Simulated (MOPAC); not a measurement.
## Excited-state calculation, with input and output: SiBrCl$_{2}$F

- system: SiBrCl$_{2}$F
- method: PM6, closed shell, COSMO solvent dmso (MOPAC 23.2.5)

The geometry comes from this level: GFN2-xTB.

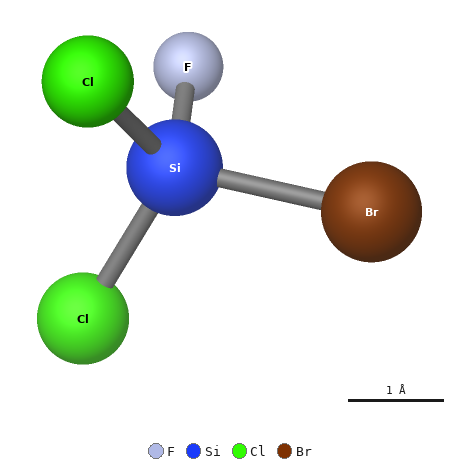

Figure 1. The structure (ball-and-stick view, seen at a tilt).

### Key numbers

| quantity | value |
| --- | --- |
| outcome | converged |
| heat of formation | −77.64 kcal/mol |
| basis functions | 40 |
| HOMO | −11.00 eV |
| LUMO | −1.03 eV |
| dipole moment | 4.16 D |
| hardware | 1 thread of AMD EPYC (Zen 3), 64 GiB of memory available, shared host |
| peak memory | 0.12 GiB |

### Remarks

MOPAC's energies along a path are heats of formation.

### Input (calc.mop)
```
PM6 SINGLET N**2=2.008 CHARGE=0 C.I.=(4,1) 1SCF ROOT=2 MECI EPS=46.8 AUX(PRECISION=6) T=10M THREADS=1


F     0.000000  0    0.000000  0    0.000000  0   0   0   0
Si    1.600546  1    0.000000  0    0.000000  0   1   0   0
Cl    1.991635  1  107.770810  1    0.000000  0   2   1   0
Cl    1.991671  1  107.748640  1 -124.178880  1   2   1   3
Br    2.176788  1  102.556580  1 -117.836250  1   2   1   4
```

Run as:
```bash
mopac calc.mop
```

### What the program printed
```
MOPAC v23.2.5
PM6 CALCULATION RESULTS

 *  PM6        - The PM6 Hamiltonian to be used
 *  SINGLET    - SPIN STATE DEFINED AS A SINGLET
 *
 *
 *
 *                 CHARGE ON SYSTEM = 0
 *
 *
 *
 *  C.I.=(N,M) - 1 DOUBLY FILLED LEVELS USED IN A C.I. INVOLVING 4 M.O.'S
 *  ROOT       - IN A C.I. CALCULATION, ROOT "2" TO BE OPTIMIZED.
 *  EPS=46.8   - USE COSMO IMPLICIT SOLVATION MODEL
 *  N**2=2.008 - USED IN COSMO-CI
 *  1SCF       - DO 1 SCF AND THEN STOP
 *  THREADS=1  - MULTI-THREADING NOT USED
 *  AUX        - OUTPUT AUXILIARY INFORMATION
 *  MECI       - M.E.C.I. WORKING TO BE PRINTED
PM6 SINGLET N**2=2.008 CHARGE=0 C.I.=(4,1) 1SCF ROOT=2 MECI EPS=46.8 AUX(PRECISION=6) T=10M THREADS=1

  ATOM    CHEMICAL      BOND LENGTH      BOND ANGLE     TWIST ANGLE
 NUMBER    SYMBOL       (ANGSTROMS)      (DEGREES)       (DEGREES)
   (I)                     NA:I           NB:NA:I       NC:NB:NA:I       NA    NB    NC
     1       F          0.00000000       0.0000000       0.0000000        0     0     0
     2      Si          1.60054600  *    0.0000000       0.0000000        1     0     0
     3      Cl          1.99163500  *  107.7708100  *    0.0000000        2     1     0
     4      Cl          1.99167100  *  107.7486400  * -124.1788800  *     2     1     3
     5      Br          2.17678800  *  102.5565800  * -117.8362500  *     2     1     4

          CARTESIAN COORDINATES

    NO.       ATOM           X           Y           Z

     1         F          0.0000      0.0000      0.0000
     2        Si          1.6005      0.0000      0.0000
     3        Cl          2.2084      1.8966      0.0000
     4        Cl          2.2077     -1.0656     -1.5693
     5        Br          2.0738     -0.9970      1.8763

           Empirical Formula: F Si Cl2 Br  =     5 atoms

      MOLECULAR POINT GROUP   :   Cs

 SINGLET STATE CALCULATION

      RHF CALCULATION, NO. OF DOUBLY OCCUPIED LEVELS = 16

 -------------------------------------------------------------------------------
 PM6 SINGLET N**2=2.008 CHARGE=0 C.I.=(4,1) 1SCF ROOT=2 MECI EPS=46.8 AUX(PRECISION=6) T=10M THREADS=1

     1SCF WAS SPECIFIED, SO BFGS WAS NOT USED
     SCF FIELD WAS ACHIEVED

                              PM6 CALCULATION

          FINAL HEAT OF FORMATION =        -77.64239 KCAL/MOL =    -324.85575 KJ/MOL
          VAN DER WAALS AREA      =        137.90 SQUARE ANGSTROMS

          DIELECTRIC ENERGY       =         -0.07754 EV
          COSMO AREA              =        137.90 SQUARE ANGSTROMS
          COSMO VOLUME            =        131.75 CUBIC ANGSTROMS

          IONIZATION POTENTIAL    =         11.000361 EV          STATE:   1 SINGLET A"
          HOMO LUMO ENERGIES (EV) =        -11.000 -1.030
          NO. OF FILLED LEVELS    =         16
          MOLECULAR WEIGHT        =        197.8939         POINT GROUP:  Cs

          MOLECULAR DIMENSIONS (Angstroms)

            Atom       Atom       Distance
           Br     5   Cl     3     3.45131
           Cl     4   Cl     3     2.92898
            F     1   Cl     3     2.16633

          SCF CALCULATIONS        =          2

          WALL-CLOCK TIME         =      0.016 SECONDS
          COMPUTATION TIME        =      0.016 SECONDS

  ATOM    CHEMICAL      BOND LENGTH      BOND ANGLE     TWIST ANGLE
 NUMBER    SYMBOL       (ANGSTROMS)      (DEGREES)       (DEGREES)
   (I)                     NA:I           NB:NA:I       NC:NB:NA:I       NA    NB    NC
     1       F          0.00000000       0.0000000       0.0000000        0     0     0
     2      Si          1.60054600  *    0.0000000       0.0000000        1     0     0
     3      Cl          1.99163500  *  107.7708100  *    0.0000000        2     1     0
     4      Cl          1.99167100  *  107.7486400  * -124.1788800  *     2     1     3
     5      Br          2.17678800  *  102.5565800  * -117.8362500  *     2     1     4

                             CARTESIAN COORDINATES

   1    F        0.000000000     0.000000000     0.000000000
   2   Si        1.600546000     0.000000000     0.000000000
   3   Cl        2.208413301     1.896604154     0.000000000
   4   Cl        2.207690358    -1.065622690    -1.569260139
   5   Br        2.073787564    -0.997001661     1.876282523

           Empirical Formula: F Si Cl2 Br  =     5 atoms

      MOLECULAR POINT GROUP   :   Cs

                  EIGENVALUES
 -40.93959 -28.00030 -26.55269 -26.22938 -18.82976 -16.29270 -16.24860 -15.43567
 -13.95815 -13.22702 -12.79882 -12.25677 -11.88487 -11.79301 -11.20551 -11.00036
  -1.02984  -0.06364   0.10408   0.15998   0.77459   0.80389   1.35533   1.44258
   3.28898  86.65194  86.82211  86.84050  87.54403  87.54962  87.59473  87.65412
  87.80329  88.09285  88.10891 113.37357 113.41677 113.43240 113.58730 113.58867

              NET ATOMIC CHARGES AND DIPOLE CONTRIBUTIONS

  ATOM NO.   TYPE          CHARGE      No. of ELECS.   s-Pop       p-Pop       d-Pop
    1          F          -0.368594        7.3686     1.93539     5.43321
    2         Si           0.134239        3.8658     1.44350     1.29178     1.13048
    3         Cl          -0.029284        7.0293     1.99307     5.03358     0.00264
    4         Cl          -0.028796        7.0288     1.99305     5.03311     0.00264
    5         Br           0.292435        6.7076     1.95669     4.74686     0.00402
 DIPOLE           X         Y         Z       TOTAL
 POINT-CHG.     3.329    -1.520     2.853     4.640
 HYBRID        -1.152    -0.156     0.270     1.194
 SUM            2.177    -1.676     3.123     4.159

          ATOMIC ORBITAL ELECTRON POPULATIONS

     Atom    s        px        py        pz      x^2-y^2     xz        z^2       yz        xy
    1  F   1.93539   1.67027   1.88038   1.88256
    2 Si   1.44350   0.37800   0.46105   0.45273   0.28530   0.18488   0.23283   0.23040   0.19708
    3 Cl   1.99307   1.81318   1.54687   1.67353   0.00094   0.00006   0.00042   0.00053   0.00068
    4 Cl   1.99305   1.81331   1.66904   1.55076   0.00031   0.00049   0.00071   0.00088   0.00026
    5 Br   1.95669   1.87412   1.33493   1.53781   0.00034   0.00071   0.00138   0.00135   0.00024

          MULTI-ELECTRON CONFIGURATION INTERACTION CALCULATION

          COMPONENT OF SPIN  =  0.0

           NO OF CONFIGURATIONS CONSIDERED = 16

 CONFIGURATIONS CONSIDERED IN C.I.
 M.O. NUMBER :        16  17  18  19
          ENERGY

              1        1   0   0   0
          0.0000       1   0   0   0

              2        1   0   0   0
          5.1107       0   1   0   0

              3        1   0   0   0
          6.2835       0   0   1   0

              4        1   0   0   0
          6.5163       0   0   0   1

              5        0   1   0   0
          5.1107       1   0   0   0

              6        0   1   0   0
         12.2613       0   1   0   0

              7        0   1   0   0
         13.4708       0   0   1   0

              8        0   1   0   0
         13.9559       0   0   0   1

              9        0   0   1   0
          6.2835       1   0   0   0

             10        0   0   1   0
         13.4708       0   1   0   0

             11        0   0   1   0
         15.2028       0   0   1   0

             12        0   0   1   0
         15.2084       0   0   0   1

             13        0   0   0   1
          6.5163       1   0   0   0

             14        0   0   0   1
         13.9559       0   1   0   0

             15        0   0   0   1
         15.2084       0   0   1   0

             16        0   0   0   1
         16.2995       0   0   0   1

  STATE       ENERGY (EV)        Q.N.  SPIN   SYMMETRY              POLARIZATION
         ABSOLUTE     RELATIVE                                X           Y           Z

    1    -0.006043    0.000000     1   SINGLET     A'        0.0000      0.0055      0.0012
    2     4.833188    4.839230     1   TRIPLET     A"
    3+    5.057672    5.063715     1+  SINGLET     A"
    4     5.849648    5.855691     1   TRIPLET     A'
    5     6.261093    6.267136     2   TRIPLET     A"
    6     6.343683    6.349725     2   SINGLET     A'        0.0008      0.1125      0.0306
    7     6.337898    6.343941     2   SINGLET     A"        0.0966      0.0007      0.0143
    8    11.667092   11.673135     3   SINGLET     A'        0.0000      0.0102      0.0025
    9    12.476294   12.482336     3   TRIPLET     A"
   10    12.964219   12.970261     2   TRIPLET     A'
   11    13.356720   13.362763     3   SINGLET     A"        0.0004      0.0581      0.2022
   12    13.695518   13.701561     4   SINGLET     A'        0.0000      0.0092      0.0020
   13    14.437803   14.443846     4   TRIPLET     A"
   14    14.644399   14.650441     5   SINGLET     A'        0.0000      0.0002      0.0000
   15    14.722998   14.729040     4   SINGLET     A"        0.0000      0.0002      0.0007
   16    15.673407   15.679450     6   SINGLET     A'
           The "+" symbol indicates the root used.

 *                    *
 * JOB ENDED NORMALLY *
 *                    *

 TOTAL JOB TIME:             0.03 SECONDS

 == MOPAC DONE ==
```

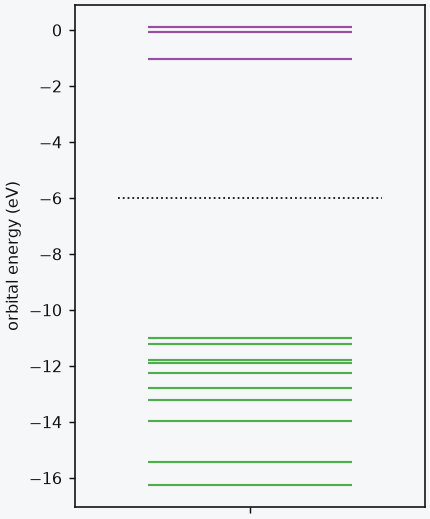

Figure 2. Orbital energies near the frontier; the dotted line parts filled from empty levels, and levels within 0.02 eV of each other stand side by side. Highest filled −11.00 eV, lowest empty −1.03 eV, 9.97 eV apart.
